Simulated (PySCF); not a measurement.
**C2H7NSi (SMILES NC1C[SiH2]1): levels of theory compared**

We compute a comparison of 6 runs (B3LYP/6-31G*, B3LYP/def2-SVP, BHLYP/def2-SVP, M06-2X/def2-SVP, PBE0/def2-SVP, wB97X/def2-SVP) of C2H7NSi. Input form: a Python script.

The results are computed with PySCF 2.14.0.

3 further runs of the same task are left out: 3 set aside as unsound or not needed.

### 1 The molecule

C2H7NSi: 11 atoms, total charge 0, spin state singlet. As SMILES, `NC1C[SiH2]1`. The shape is that of a PBE0-D4/def2-TZVP optimisation. This is one conformer, not always the lowest.

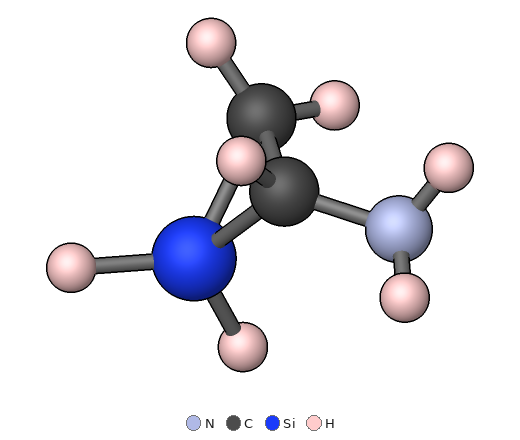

The structure, seen from a chosen angle (nitrogen light blue, carbon dark grey, silicon blue, hydrogen pink).

### 2 The energy at B3LYP/6-31G(d) (spherical functions) (run 1)

Input file calc.py:

```python
from pyscf import gto, dft

mol = gto.Mole()
mol.atom = '''
N     -2.526942     1.561103    -0.593752
C      0.090896     1.110025    -0.028535
C      0.559548    -0.982091     1.937347
Si     1.596819    -1.806389    -1.294651
H     -2.740859     2.434534    -2.279010
H     -3.352374     2.648451     0.751166
H      1.325454     2.748040     0.224122
H      1.937158    -0.589028     3.403964
H     -1.148765    -1.884057     2.627853
H      4.325016    -1.776154    -1.900120
H      0.057259    -3.571771    -2.809645
'''
mol.basis = '6-31g*'
mol.unit = 'bohr'
mol.max_memory = 1860
mol.charge = 0
mol.verbose = 4
mol.build()

mf = dft.RKS(mol, xc='b3lyp')
mf.grids.level = 5
mf.conv_tol = 1e-10
mf.kernel()
if not mf.converged:
    mf = mf.newton().run(mf.mo_coeff, mf.mo_occ)

energy = mf.e_tot
print('Final energy', energy)
```

Launch:

```console
OMP_NUM_THREADS=1 python calc.py
```

The log of the run:

```text
PySCF version 2.14.0

[... 79 lines left out ...]
converged SCF energy = -424.605361181259
Final energy -424.6053611812592
```

It took 18 s on 1 thread of Arm Neoverse V2, shared host; peak memory 0.38 GiB.

### 3 A single-point energy at B3LYP/def2-SVP (run 2)

Input file run.py:

```python
# NC1C[SiH2]1
from pyscf import gto, dft

mol = gto.M(
    atom='''
N       -1.337200       0.826100      -0.314200
C        0.048100       0.587400      -0.015100
C        0.296100      -0.519700       1.025200
Si       0.845000      -0.955900      -0.685100
H       -1.450400       1.288300      -1.206000
H       -1.774000       1.401500       0.397500
H        0.701400       1.454200       0.118600
H        1.025100      -0.311700       1.801300
H       -0.607900      -0.997000       1.390600
H        2.288700      -0.939900      -1.005500
H        0.030300      -1.890100      -1.486800
''',
    basis='def2-svp',
    verbose=4,
    max_memory=1860,
)

myscf = dft.RKS(mol)
myscf.xc = 'b3lyp'
myscf.conv_tol = 1e-10
myscf.grids.level = 5
myscf.kernel()
if not myscf.converged:
    myscf = myscf.newton().run(myscf.mo_coeff, myscf.mo_occ)

etot = myscf.e_tot
print('Final energy', etot)
```

Launch:

```console
OMP_NUM_THREADS=1 python run.py
```

The log of the run:

```text
PySCF version 2.14.0

[... 79 lines left out ...]
converged SCF energy = -424.442258000947
Final energy -424.4422580009472
```

It took 24 s on 1 thread of Arm Neoverse V2, shared host; peak memory 0.48 GiB.

### 4 A single-point energy at BHLYP/def2-SVP (run 3)

Input file geometry.xyz:

```xyz
11

N     -1.337200     0.826100    -0.314200
C      0.048100     0.587400    -0.015100
C      0.296100    -0.519700     1.025200
Si     0.845000    -0.955900    -0.685100
H     -1.450400     1.288300    -1.206000
H     -1.774000     1.401500     0.397500
H      0.701400     1.454200     0.118600
H      1.025100    -0.311700     1.801300
H     -0.607900    -0.997000     1.390600
H      2.288700    -0.939900    -1.005500
H      0.030300    -1.890100    -1.486800
```

Input file input.py:

```python
from pyscf import gto, dft

mol = gto.M(
    atom='geometry.xyz',
    basis='def2-svp',
    verbose=3,
    max_memory=1860,
    charge=0,
)

mf = dft.RKS(mol, xc='bhandhlyp')
mf.grids.level = 5
mf.conv_tol = 1e-10
mf.kernel()
if not mf.converged:
    mf = mf.newton().run(mf.mo_coeff, mf.mo_occ)

e_tot = mf.e_tot
print(f'total energy: {e_tot:.8f} hartree')
```

Launch:

```console
OMP_NUM_THREADS=1 python input.py
```

The log of the run:

```text
converged SCF energy = -424.332447021145
total energy: -424.33244702 hartree
```

Wall time 23 s (1 thread of Arm Neoverse V2, shared host); peak memory 0.48 GiB.

Runs 4 to 5 aren't shown in full; the table further down has their settings and results.

### 5 The energy at wB97X/def2-SVP (run 6)

Input file calc.py:

```python
from pyscf import gto, dft

mol = gto.Mole()
mol.atom = '''
N   -1.337200   0.826100  -0.314200
C    0.048100   0.587400  -0.015100
C    0.296100  -0.519700   1.025200
Si   0.845000  -0.955900  -0.685100
H   -1.450400   1.288300  -1.206000
H   -1.774000   1.401500   0.397500
H    0.701400   1.454200   0.118600
H    1.025100  -0.311700   1.801300
H   -0.607900  -0.997000   1.390600
H    2.288700  -0.939900  -1.005500
H    0.030300  -1.890100  -1.486800
'''
mol.verbose = 4
mol.spin = 0
mol.basis = 'def2-svp'
mol.max_memory = 1860
mol.build()

calc0 = dft.RKS(mol)
calc0.xc = 'wb97x'
calc0.conv_tol = 1e-10
calc0.grids.level = 5
calc0.kernel()
if not calc0.converged:
    calc0 = calc0.newton().run(calc0.mo_coeff, calc0.mo_occ)

energy = calc0.e_tot
print('E = %.10f Eh' % energy)
```

Launch:

```console
OMP_NUM_THREADS=1 python calc.py
```

The log of the run:

```text
PySCF version 2.14.0

[... 80 lines left out ...]
converged SCF energy = -424.383498855035
E = -424.3834988550 Eh
```

Run time: 32 s. Hardware: 1 thread of Arm Neoverse V2, shared host; peak memory 0.48 GiB.

### 6 The series

```csv
run,level,energy (Eh),dipole moment (D),HOMO energy (eV),LUMO energy (eV),wall time
1,B3LYP/6-31G* (spherical functions),-424.605361,1.41,-5.86,0.62,18 s
2,B3LYP/def2-SVP,-424.442258,1.26,-5.96,0.64,24 s
3,BHLYP/def2-SVP,-424.332447,1.20,-7.34,1.77,23 s
4,M06-2X/def2-SVP,-424.333205,1.23,-7.37,1.60,52 s
5,PBE0/def2-SVP,-424.141152,1.29,-6.21,0.82,23 s
6,wB97X/def2-SVP,-424.383499,1.23,-8.56,2.89,32 s
```

### 7 What came out

| quantity | value |
| --- | --- |
| run 6: total energy | -424.38350 Eh |
| run 6: dipole moment | 1.23 D |
| run 6: HOMO energy | -8.56 eV |
| run 6: LUMO energy | 2.89 eV |
| run 6: HOMO–LUMO gap | 11.45 eV |

In words: The dipole moment (its size) runs from 1.20 D (BHLYP/def2-SVP) to 1.41 D (B3LYP/6-31G*). The two ends differ in method and basis. The HOMO–LUMO gap runs from 6.48 eV (B3LYP/6-31G*) to 11.45 eV (wB97X/def2-SVP). Totals of different functionals can't be ranked against each other. All runs together took 2.9 min, the longest 52 s.
